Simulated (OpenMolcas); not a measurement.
# CH6FNSn: single-point calculation (part 2 of 2)

CH6FNSn; MC-PDFT (tPBE)/def2-SVP (OpenMolcas 26.06). A bond length was changed on purpose from its optimised value.

Geometry of the input (Å):
```
C  -1.3640  1.1111  1.6236
Sn -0.3533  -0.4999  0.6852
N  1.1815  -1.1610  1.7838
F  -1.6493  -1.9312  0.7246
H  -1.5322  0.8596  2.6709
H  -0.7731  2.0249  1.5608
H  -2.3260  1.2667  1.1367
H  0.4133  -0.3293  -2.2803
H  1.3790  -0.6865  2.6512
H  2.0409  -1.3878  1.3083
```

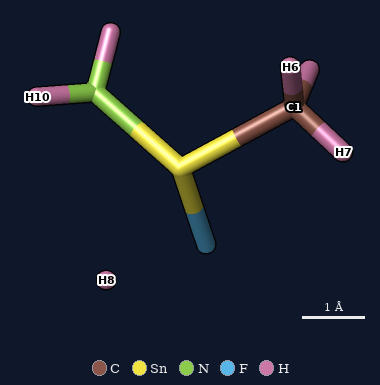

Figure 1. The structure (stick view, seen at a tilt; atoms are numbered from 1 in the order of the input). Sticks mark near contacts.

### Output, continued
```
      highest root included in the CI            1
      max. size of the explicit Hamiltonian      3
--

++    Optimization specifications:
      ----------------------------

      RASSCF algorithm: Conventional
      Maximum number of macro iterations       200
      Maximum number of SX iterations          100
      Threshold for RASSCF energy            1.000E-08
      Threshold for max MO rotation          1.000E-01
      Threshold for max BLB element          1.000E-04
      Level shift parameter                  5.000E-01
      Make Quasi-Newton update
--

      The MO-coefficients are taken from the file:
      step2.RasOrb
      Title: RASSCF average (pseudo-natural) orbitals

      Total molecular charge    0.00

      ************************************************************************************************************************
      *                                            Wave function control section                                             *
      ************************************************************************************************************************

                                         RASSCF iterations: Energy and convergence statistics
                                         ----------------------------------------------------

          iter iter root      energy       change     param      element    value   shift minimum  type update hh:mm:ss
 Nr of preliminary CI iterations:   1
        1   1    3    1  -408.38310500    0.00E+00  -4.27E-06    5  95 1  2.26E-06   0.21   0.00    SX    NO    0:00:01
        2   1    3    1  -408.38310500   -5.17E-11   1.75E-06   24  33 1 -1.03E-06   0.21   0.00    SX    NO    0:00:00
        3   1    2    1  -408.38310500   -1.27E-11   9.78E-07   24  33 1 -6.99E-07   0.21   0.00    SX    NO    0:00:00
        4   1    2    1  -408.38310500   -4.49E-12   6.52E-07   24  33 1 -4.20E-07   0.21   0.00    SX    NO    0:00:01
      Convergence after  4 iterations
        5   1    2    1  -408.38310500   -1.82E-12   6.52E-07   24  33 1 -2.74E-07   0.21   0.00    SX    NO    0:00:00

      ************************************************************************************************************************
                                                      Wave function printout:
                       occupation of active orbitals, and spin coupling of open shells (u,d: Spin up or down)
      ************************************************************************************************************************

      Note: transformation to natural orbitals
      has been made, which may change the order of the CSFs.

      printout of CI-coefficients larger than  0.05 for root  1
      energy=    -408.383105
      conf/sym  11     Coeff  Weight
             1  20  -0.90845 0.82527
             3  02   0.41800 0.17473

      Natural orbitals and occupation numbers for root  1
      sym 1:   1.650545   0.349455

      ************************************************************************************************************************
      *                                                    Final results                                                     *
      ************************************************************************************************************************

++    Final optimization conditions:
      ------------------------------

      Average CI energy                            -408.38310500
      RASSCF energy for state  1                   -408.38310500
      Super-CI energy                                -0.00000000
      RASSCF energy change                           -0.00000000
      Max change in MO coefficients               5.358E-07
      Max non-diagonal density matrix element     6.517E-07
      Maximum BLB matrix element                 -2.738E-07
      (orbital pair  24,  33 in symmetry   1)
      Norm of electronic gradient            7.945E-07
--

      Final state energy(ies):
      ------------------------

::    RASSCF root number  1 Total energy:   -408.38310500
      Von Neumann Entropy (Root   1) =  0.66841

      Mulliken population analysis for root number:  1
      -----------------------------------------------

++    Molecular charges:
      ------------------

      Mulliken charges per centre
      ---------------------------

                C1      SN2     N3      F4      H5      H6      H7      H8      H9      H10
      Total    6.3910 20.8811  7.6148  9.5914  0.9174  0.9253  0.9120  1.0688  0.8539  0.8442

      N-E     -0.3910  1.1189 -0.6148 -0.5914  0.0826  0.0747  0.0880 -0.0688  0.1461  0.1558

      Total electronic charge=   50.000000

      Total            charge=   -0.000000
--

      Expectation values of various properties for root number:  1
      -----------------------------------------------------------

++    Molecular properties:
      ---------------------

      Charge (e):
                      =   -0.0000
      Dipole Moment (debye):
      Origin of the operator (angstrom)=   -0.4348   -0.5721    0.8627
                   X=  2.1896E+00               Y=  3.6604E+00               Z=  9.8568E-01           Total=  4.3777E+00
      Quadrupole Moment (debye*angstrom):
      Origin of the operator (angstrom)=   -0.4348   -0.5721    0.8627
                  XX= -4.3023E+01              XY= -3.4305E+00              XZ=  6.5455E-01              YY= -4.8191E+01
                  YZ=  1.8359E+00              ZZ= -4.4522E+01
      In traceless form (debye*angstrom)
                  XX=  3.3332E+00              XY= -5.1458E+00              XZ=  9.8183E-01              YY= -4.4187E+00
                  YZ=  2.7539E+00              ZZ=  1.0855E+00
--

      Average orbitals are written to the RASORB file
      Natural orbitals for root   1 are written to the RASORB.1 file
      Spin density orbitals for root   1 are written to the SPDORB.1 file

--- Stop Module: rasscf /rc=_RC_ALL_IS_WELL_ ---
--- Module rasscf spent 8 seconds ---

--- Start Module: mcpdft ---

                                              &MCPDFT

                       available to each process: 1.9 GB of memory, 1 thread

 ###############################################################################
 ###    WARNING: Deprecation warning: KSDF should be replaced                ###
 ###    with FUNC keyword                                                    ###
 ###############################################################################

++    Wave function specifications:
      -----------------------------

      Number of closed shell electrons          48
      Number of electrons in active shells       2
      Max number of holes in RAS1 space          0
      Max nr of electrons in RAS3 space          0
      Number of inactive orbitals               24
      Number of active orbitals                  2
      Number of secondary orbitals              72
      Spin quantum number                      0.0
      State symmetry                             1
      Number of CSFs                             3
      Number of RASSCF root(s) available         1
--

++    Orbital specifications:
      -----------------------

      Symmetry species                           1
                                                 a
      Frozen orbitals                            0
      Inactive orbitals                         24
      Active orbitals                            2
      RAS1 orbitals                              0
      RAS2 orbitals                              2
      RAS3 orbitals                              0
      Secondary orbitals                        72
      Deleted orbitals                           0
      Number of basis functions                 98
--

++    MCPDFT specifications:
      ----------------------

      Cholesky decomposition                     Off
      Type of calculation                        MC-PDFT
      On-Top Functional                          T:PBE
      Exchange scaling factor                    1.00
      Correlation scaling factor                 1.00
      Wave function energy weight                0.00
--

      Numerical integration parameters
      --------------------------------
      Radial quadrature type:                         MHL
      Size of radial grid:                            75
      Lebedev angular grid:                           29
      Angular grid pruned with the crowding factor:  3.00E+00
                                 and fading factor:  6.00E+00
      Screening threshold for integral computation:   1.00E-11
      Radial quadrature accuracy:                     1.00E-25
      Maximum batch size:                             128
      AO values are stored on disk

++    DFT functional specifications:
      ------------------------------
      Using Libxc version: 6.2.2
      Please cite the following reference:
      S. Lehtola, C. Steigemann, M. J.T. Oliveira, and M. A.L. Marques.,  SoftwareX 7, 1–5 (2018) doi:10.1016/j.softx.2017.11.002

      * Perdew, Burke & Ernzerhof
        - J. P. Perdew, K. Burke, and M. Ernzerhof.,  Phys. Rev. Lett. 77, 3865 (1996) doi:10.1103/PhysRevLett.77.3865
        - J. P. Perdew, K. Burke, and M. Ernzerhof.,  Phys. Rev. Lett. 78, 1396 (1997) doi:10.1103/PhysRevLett.78.1396
      * Perdew, Burke & Ernzerhof
        - J. P. Perdew, K. Burke, and M. Ernzerhof.,  Phys. Rev. Lett. 77, 3865 (1996) doi:10.1103/PhysRevLett.77.3865
        - J. P. Perdew, K. Burke, and M. Ernzerhof.,  Phys. Rev. Lett. 78, 1396 (1997) doi:10.1103/PhysRevLett.78.1396
--
   File JOBOLD not found -- use JOBIPH.
      The MO-coefficients are taken from the file:
      JOBIPH
 Reference MC-SCF energies taken from JOBIPH

++    MC-PDFT RESULTS, STATE 0001
      ---------------------------

      MCSCF reference energy                                             -408.38310500

      Integrated total density:                                                 50.000
      Integrated alpha density before functional transformation:                25.000
      Integrated  beta density before functional transformation:                25.000
      Integrated alpha density  after functional transformation:                25.785
      Integrated  beta density  after functional transformation:                24.215
      Integrated alpha tau     before functional transformation:                 0.000
      Integrated  beta tau     before functional transformation:                 0.000
      Integrated alpha tau      after functional transformation:                 0.000
      Integrated  beta tau      after functional transformation:                 0.000
      NOTE:
      Densities after transformation are intermediate quantities
      and should not be interpreted as real spin densities

      Exchange energy scaling factor                                          1.000000
      Correlation energy scaling factor                                       1.000000

      Integrated alpha exchange energy                                      -20.798060
      Integrated beta  exchange energy                                      -20.219957
      Integrated  correlation   energy                                       -1.896268

      Nuclear Repulsion energy                                            212.23925618
      CASSCF contribution energy                                         -367.18912745
      On-top energy                                                       -42.91428502

      Total MCPDFT energy for state   1                                  -410.10341247
--

::    MCPDFT root number  1 Total energy:   -410.10341247

--- Stop Module: mcpdft /rc=_RC_ALL_IS_WELL_ ---
--- Module mcpdft spent 2 seconds ---

.##################.
.# Happy landing! #.
.##################.

    Timing: Wall=19.07 User=13.43 System=3.70
```

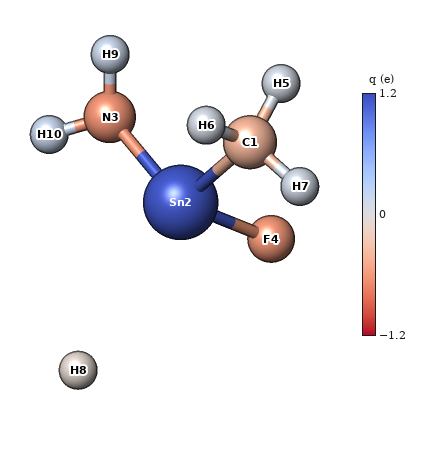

Figure 2. Mulliken charges, as the colour of each atom (ball-and-stick view, seen at a tilt; atoms are numbered from 1 in the order of the input). By element: C −0.39, Sn +1.12, N −0.61, F −0.59 and H −0.07 to +0.16 e.

### Key numbers

```tsv
quantity	value
outcome	converged
total energy	−410.103412 hartree
basis functions	98
dipole moment	4.38 debye
wall time	20 s
peak memory	0.53 GiB
```
